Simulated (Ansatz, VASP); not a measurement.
# Te4Pt3 in two plane-wave programs

Aim: how closely do two programs agree when they are given the same cell, functional and k mesh?

Method: plane waves, with VASP 6.6.1 beside it; relaxation of cell and atoms at PBEsol, in Ansatz 0.2.0.

## 1. The starting structure

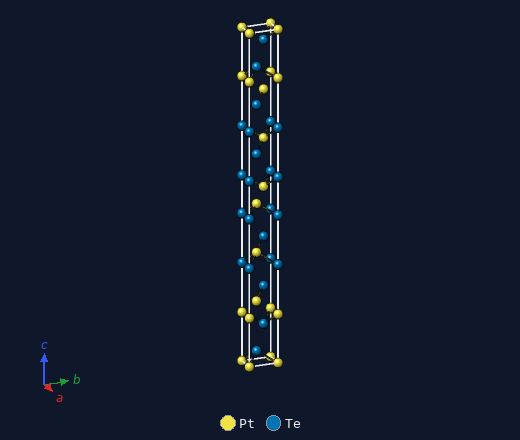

The starting structure, seen slightly off an axis (platinum yellow, tellurium blue). This picture shows the conventional cell, with its axes. Bonds to atoms that aren't drawn are left out. Some periodic images of atoms are drawn too.

## 2. Ansatz: relaxation of cell and atoms, PBEsol

Ansatz runs on its default PAW (the set named soft_2) files.

The relaxed volume is the usual yardstick between codes: its relative difference is about their pressure difference at one cell divided by the bulk modulus.

Contents of input.yaml:

```yaml
crystal:
  lattice:
    - [1.994, 1.1512364368, 11.7966666667]
    - [-1.994, 1.1512364368, 11.7966666667]
    - [0.0, -2.3024728735, 11.7966666667]
  atoms:
    - { symbol: Pt, position: [0.854, 0.854, 0.854] }
    - { symbol: Pt, position: [0.146, 0.146, 0.146] }
    - { symbol: Pt, position: [0.0, 0.0, 0.0] }
    - { symbol: Te, position: [0.705, 0.705, 0.705] }
    - { symbol: Te, position: [0.295, 0.295, 0.295] }
    - { symbol: Te, position: [0.557, 0.557, 0.557] }
    - { symbol: Te, position: [0.443, 0.443, 0.443] }
hamiltonian:
  xc: pbesol
  pseudopotentials: { kind: paw }
kpoints:
  mp_grid: { grid: [6, 6, 6] }
scf:
  occupations: { method: gaussian, width: 0.05 }
relax:
  f_tol: 0.01
  max_steps: 60
  cell: { stress_tol: 0.05 }
output:
  forces: true
  stress: true
  write_density: true
  write_potential: true
  elf: true
  volumetric_format: npy
```

The run is started by

```
ansatz run input.yaml --threads 4 --pin off --max-ram 9216MiB --backend cpu --events-out ev --progress --plain --runs-dir out
```

Numbers of over 12 decimals in the logs are rounded to 6 here.

The program printed:

```text
basis.fft_grid_basis auto: the FFT boxes are laid along the combinations [[1, -1, 0], [0, 1, 0], [0, -1, 1]] of the cell's own vectors, 3.988, 12.019 and 3.988 Å long. The dense box has 27×81×27 points. Along the cell's own vectors, as sized, it would have 81×81×81, 9.00 times as many. Of the 12 symmetry operations that the crystal satisfies within crystal.symmetry.tolerance (time reversal apart; of a slab, those tha [...]
Engine: ansatz 0.2.0, aarch64-unknown-linux-gnu
Pseudopotentials: kind: paw
Pseudopotential: Pt, paw, valence charge 18, recommended cutoff 420 eV (normal), Pt.paw.azcp
Pseudopotential: Te, paw, valence charge 16, recommended cutoff 420 eV (normal), Te.paw.azcp
Functional definition: PBEsol
  exchange = pbesol_x
  correlation = pbesol_c
Crystal: 7 atoms, lattice volume = 162.480 Å³
Basis set: ecut = 420 eV, 3183 PW (Γ), FFT grids on a1−a2, a2, −a2+a3, exchange–correlation on 54×162×54 points (8 copies of the dense FFT grid, shifted against one another)
Bands: 71, of which v1, the nominal top of the filled ones, is band 59 counted from 1 (58 counted from 0)
Symmetry: 12 space group operations
Space group: R-3m (ITA 166), of the structure as read, at distance tolerance 5.5e-5 Å
k-points: 32 of 216
Non-local potential: Pt, projectors of the file, l = 0: 3, l = 1: 2, l = 2: 2, l = 3: 1
Non-local potential: Te, projectors of the file, l = 0: 2, l = 1: 2, l = 2: 2, l = 3: 2
PAW form: soft (Blöchl's): semilocal exchange-correlation on the pseudo side does not see the compensation charge
PAW frozen core: Pt, regenerated for the run's functional, and the local potential with it (the file was generated under x = pbe(κ = 0.804, μ = 0.219515), c = pbe(β = 0.066725))
PAW frozen core: Te, regenerated for the run's functional, and the local potential with it (the file was generated under x = pbe(κ = 0.804, μ = 0.219515), c = pbe(β = 0.066725))
PAW one-centre angular grid: Pt, 590 points (default); XC on 64 Gauss nodes
PAW one-centre angular grid: Te, 590 points (default); XC on 64 Gauss nodes
Initial density: superposition of atomic densities (neutral atoms: chi_scale 0, normalization atom), corrected by the library's trained network
Initial wavefunctions: pseudopotential atomic-orbital guess
Functional: x = pbesol(κ = 0.804, μ = 0.123457), c = pbesol(β = 0.046)
SCF iter   1: F=—  HF=-64760.134896 eV  |F-HF|=—  |Δ(HF+E_count)|=         —  Δρ=4.52e-3  dr2=6.40e-2  ethr=1.77e-3  ⟨swp⟩=6.2  Hψ=8528  notcnv=0  defer=13
preconditioner: auto → LDOS  [insulator: Δε(μ)=0.064 eV  Ē_g=8.756 eV  σ=0.050 eV  W_gap=0.56  n_scr=50 (ndim 8)  ℏωp=21.4 eV  f_vac=0.013  D(μ)=1.95/eV (n_scr^D=4)  ε∞_Penn≈7.0  β→1.0]
SCF iter   2: F=—  HF=-64760.136646 eV  |F-HF|=—  |Δ(HF+E_count)|=   1.75e-3  Δρ=4.33e-3  dr2=4.64e-2  ethr=5.42e-5  ⟨swp⟩=3.0  Hψ=4742  notcnv=0  defer=182
preconditioner: auto → Resta (q_TF=auto, 2.587 Å⁻¹)  ε∞=7.0  [insulator: Δε(μ)=0.076 eV  Ē_g=8.769 eV  σ=0.050 eV  W_gap=0.64  n_scr=50 (ndim 8)  ℏωp=21.4 eV  f_vac=0.010  D(μ)=1.94/eV (n_scr^D=4)  ε∞_Penn≈7.0  β→0.5]
SCF iter   3: F=—  HF=-64760.122893 eV  |F-HF|=—  |Δ(HF+E_count)|=   1.38e-2  Δρ=9.29e-4  dr2=1.17e-3  ethr=3.93e-5  ⟨swp⟩=2.0  Hψ=3795  notcnv=0  defer=182
SCF iter   4: F=—  HF=-64760.122911 eV  |F-HF|=—  |Δ(HF+E_count)|=   1.80e-5  Δρ=4.46e-4  dr2=2.95e-4  ethr=9.88e-7  ⟨swp⟩=1.3  Hψ=2192  notcnv=0  defer=182
SCF iter   5: F=—  HF=-64760.122953 eV  |F-HF|=—  |Δ(HF+E_count)|=   4.22e-5  Δρ=7.80e-5  dr2=1.65e-5  ethr=2.50e-7  ⟨swp⟩=2.0  Hψ=2902  notcnv=0  defer=182
SCF iter   6: F=—  HF=-64760.122967 eV  |F-HF|=—  |Δ(HF+E_count)|=   1.34e-5  Δρ=2.57e-5  dr2=1.29e-6  ethr=1.40e-8  ⟨swp⟩=2.0  Hψ=2942  notcnv=0  defer=182
SCF iter   7: F=—  HF=-64760.122967 eV  |F-HF|=—  |Δ(HF+E_count)|=   3.11e-7  Δρ=7.28e-6  dr2=1.13e-7  ethr=1.09e-9  ⟨swp⟩=2.0  Hψ=3580  notcnv=0  defer=182
SCF iter   8: F=-64760.122967 eV  HF=-64760.122967 eV  |F-HF|=1.03e-9  |Δ(HF+E_count)|=   3.73e-8  Δρ=1.87e-6  dr2=7.61e-9  ethr=8.47e-11  ⟨swp⟩=8.1  Hψ=13114  notcnv=0
SCF 1 converged in 8 iterations: F = -64760.122967 eV  dr2 = 7.61e-9
  greatest PAW one-centre occupation: 1.000 electrons in one spin orbital (limit 2), on the Pt atom at site 2 (counted from 0), in its partial waves of l = 0
relax step   1: F+E_penalty+E_count = -64760.12296702 eV  Δ(F+E_penalty+E_count) = +0.000e0 eV  max|allowed force component| = 7.395e-1 eV/Å  Δτ_max = 0.0000 Å  P = -1.202 GPa  Ω = 162.480 Å³  (8 SCF iters, dr2 threshold 1.00e-7 eV, accepted)
[...]
relax step   2: F+E_penalty+E_count = -64760.09646056 eV  Δ(F+E_penalty+E_count) = +2.651e-2 eV  max|allowed force component| = 9.158e-1 eV/Å  Δτ_max = 0.1947 Å  P = +2.592 GPa  Ω = 162.615 Å³  energy of the carried Pulay correction = -3.671e-5 eV  (6 SCF iters, dr2 threshold 7.00e-7 eV, rejected (line search))
[...]
relax step   3: F+E_penalty+E_count = -64760.18936993 eV  Δ(F+E_penalty+E_count) = -6.640e-2 eV  max|allowed force component| = 9.613e-2 eV/Å  Δτ_max = 0.0898 Å  P = -0.130 GPa  Ω = 163.293 Å³  energy of the carried Pulay correction = -2.202e-4 eV  (9 SCF iters, accepted)
[...]
relax step   4: F+E_penalty+E_count = -64760.19040301 eV  Δ(F+E_penalty+E_count) = -1.033e-3 eV  max|allowed force component| = 3.011e-2 eV/Å  Δτ_max = 0.0053 Å  P = -0.111 GPa  Ω = 163.105 Å³  energy of the carried Pulay correction = -1.693e-4 eV  (4 SCF iters, dr2 threshold 5.78e-7 eV, accepted)
[...]
relax step   5: F+E_penalty+E_count = -64760.19053215 eV  Δ(F+E_penalty+E_count) = -1.291e-4 eV  max|allowed force component| = 1.588e-2 eV/Å  Δτ_max = 0.0019 Å  P = +0.166 GPa  Ω = 162.845 Å³  energy of the carried Pulay correction = -9.910e-5 eV  (5 SCF iters, dr2 threshold 6.96e-8 eV, accepted)
[...]
relax step   6: F+E_penalty+E_count = -64760.19064079 eV  Δ(F+E_penalty+E_count) = -1.086e-4 eV  max|allowed force component| = 1.108e-3 eV/Å  Δτ_max = 0.0012 Å  P = +0.005 GPa  Ω = 163.042 Å³  energy of the carried Pulay correction = -1.524e-4 eV  (5 SCF iters, dr2 threshold 1.08e-7 eV, accepted)
[...]
relax step   7: F+E_penalty+E_count = -64760.19080584 eV  Δ(F+E_penalty+E_count) = -1.650e-4 eV  max|allowed force component| = 1.090e-3 eV/Å  Δτ_max = 0.0000 Å  P = +0.005 GPa  Ω = 163.042 Å³  stress off target by 7.00e-3 GPa  SCF on the basis re-selected at this cell (its energy is not comparable with the rows above)  (5 SCF iters)
basis re-selected at this cell: Δ(F+E_penalty+E_count) = -1.650e-4 eV, ΔP = -0.000 GPa vs the last step (what re-selecting the basis moved, of the pressure what is left beyond the Pulay correction that the steps carried, after the strain that the cell walked since its last selection, with what the two solves' SCF thresholds leave and, on support functions, any second-order correction that the steps lacked; it is no m [...]
SCF converged after 5 iterations
Free energy (F): -64760.190806 eV
Harris-Foulkes:  -64760.190806 eV  (|F-HF|=3.64e-11)
Internal energy: -64760.187673 eV  (E = F + TS)
E sigma→0 (E₀):  -64760.189239 eV
Entropy (-TS):   -0.003133 eV (-0.448 meV/atom)
Fermi energy:    14.096647 eV
--- Per-component energies (eV) ---
  E_band       = -1629.377772
  E_kinetic    = 2644.475335
  E_local      = -11666.734736  (includes V_loc(G=0)·N_el)
  E_nonlocal   = -623.524887
  E_hartree    = 5871.667252
  E_xc         = -1278.061435
  E_vxc        = -1328.716253  (∫ρ·V_xc dr)
  E_paw        = -46290.179231  (= ΣΔE_a)
  E_vpaw       = -2398.211611  (= ΣTr[D̂ρ^β])
  E_aug_tail   = -0.000074  (compensation charges beyond the density's cutoff)
  E_ewald      = -13420.190100
  E_core_change = 2.360204  (= ΣΔE_core)
  E_smearing   = -0.003133  (= −TS)
  E_closure    = 0.000000  (closes the sum)
  Σ components = -64760.190806   (vs F -64760.190806, Δ=0.00e0)
--- Forces (eV/Å), atoms counted from 1 ---
  atom   1  Pt     0.00000000     0.00000000     0.00109008
  atom   2  Pt     0.00000000    -0.00000000    -0.00109008
  atom   3  Pt     0.00000000     0.00000000     0.00000000
  atom   4  Te     0.00000000    -0.00000000    -0.00047031
  atom   5  Te     0.00000000     0.00000000     0.00047031
  atom   6  Te    -0.00000000    -0.00000000    -0.00023849
  atom   7  Te     0.00000000     0.00000000     0.00023849
  max |Σ_I F_I| component: 2.44e-18 eV/Å
--- Stress (GPa, compression-positive) ---
        0.006996       0.000000       0.000000
        0.000000       0.006996      -0.000000
        0.000000      -0.000000       0.000929
  P = ⅓ Tr σ = 0.0050 GPa (0.050 kbar)
--- Band table (eV; the first three rows and the last of 32) ---
  k-point 0: bands = [... 55 lower, 13.5337, 14.7828, 14.7828, 15.3474, 16.1428, 16.1428, 16.3902, 16.3926, ... 8 higher]
  k-point 1: bands = [... 55 lower, 13.1927, 13.4237, 14.2802, 14.6517, 15.3151, 15.4068, 15.9796, 16.6576, ... 8 higher]
  k-point 2: bands = [... 55 lower, 12.2996, 12.7688, 12.9697, 13.4865, 14.6323, 15.4444, 15.6076, 16.1420, ... 8 higher]
  k-point 31: bands = [... 55 lower, 13.5161, 14.2185, 14.9772, 14.9772, 15.6291, 15.6291, 16.7961, 16.7961, ... 8 higher]
--- Relaxed structure (6 steps of the walk, 5 accepted, 1 SCFs on fresh bases) ---
  F+E_penalty+E_count = -64760.19080584 eV   max|allowed force component| = 1.090e-3 eV/Å   (the final SCF, on the basis selected at the relaxed cell)
  cell:  # Å, volume = 163.0424 Å³
    - [1.998957, 1.154099, 11.778848]
    - [-1.998957, 1.154099, 11.778848]
    - [0, -2.308197, 11.778848]
  atoms:
    - { symbol: Pt, position: [0.853648, 0.853648, 0.853648] }
    - { symbol: Pt, position: [0.146352, 0.146352, 0.146352] }
    - { symbol: Pt, position: [0, 0, 0] }
    - { symbol: Te, position: [0.705245, 0.705245, 0.705245] }
    - { symbol: Te, position: [0.294755, 0.294755, 0.294755] }
    - { symbol: Te, position: [0.554330, 0.554330, 0.554330] }
    - { symbol: Te, position: [0.445670, 0.445670, 0.445670] }
```

Elapsed: 34 s, on 4 threads of Arm Neoverse V2, shared host; peak memory 0.8 GiB.

(Part 1 of 2 ends here.)

[Lines on the potential files, build, host, timing and source positions are cut from VASP's logs without a mark.]

[Logs are printed without paths, hosts, clocks, repeated set-up lines and the standing remarks that a program may print on its own settings, such as how far it seeks lower states.]

[Hosts, paths, dates, database ids (printed as entryN), source tags and the programs' standing remarks are cut or masked in the printed files.]
